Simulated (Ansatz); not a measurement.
Stretching the Sn1–H4 bond in BrFH2Sn (SMILES [F][SnH2][Br]) (multiplicity 1 held, fragments rigid). Energies count from the point at 1.700 Å.
Geometry at that point (charge 0, multiplicity 1):
```xyz
5

Sn    -0.8209    -0.2542     0.0412
F     -1.5335     1.4364    -0.5548
Br     1.6422     0.0461     0.0704
H     -1.2425    -1.3772    -1.1627
H     -1.3881    -0.4538     1.6308
```

R- and RO- levels are restricted; in cc, def2 and unpolarised 6-31G sets they are followed outwards from rest. Unrestricted levels (U-) break spin symmetry where that is lower. Active spaces are followed from a long bond inwards. Curves can end on different states.

Cores are frozen in the correlated methods. Filled d and f shells under p-block atoms count as core.

Programs: Ansatz (a program for electronic structure).  In def2 rows elements past Kr take small-core potentials, without spin–orbit coupling.

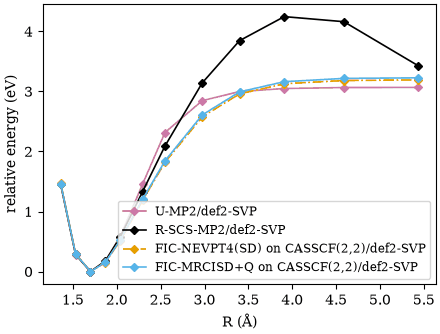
Figure. Relative energy along the coordinate

Doubts at one or more of the structures used: a spin-contaminated determinant (U-MP2/def2-SVP); a restricted determinant that unrestricted orbitals would lower (R-SCS-MP2/def2-SVP).
